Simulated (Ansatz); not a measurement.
**SiS2: pressure series**

Base system: SiS2 (space group Ibam, No. 72; a = 6.019 Å, b = 9.396 Å, c = 5.545 Å; made of chains).

Cell and atoms are relaxed at each pressure.

Level of theory: PBEsol in Ansatz (plane waves to 420 eV, PAW, no spin-orbit coupling).

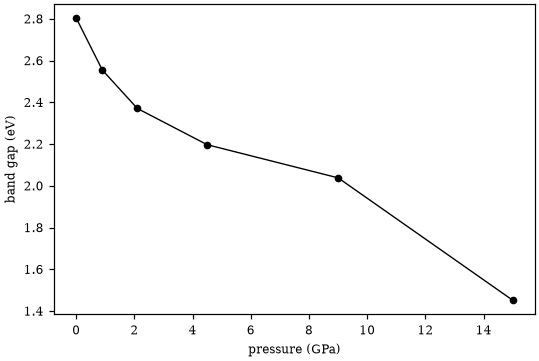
*Band gap against pressure*

| pressure (GPa) | band gap |
|---|---|
| 0.9 | 2.55 eV |
| 2.1 | 2.37 eV |
| 4.5 | 2.20 eV |
| 9 | 2.04 eV |
| 15 | 1.45 eV |

Load acts through the strain it causes; cell and atoms are relaxed under it. No phonon test of stability was made. No other phases were tried under pressure. No dispersion term is included in the PBEsol runs.

Ansatz is an electronic-structure program.
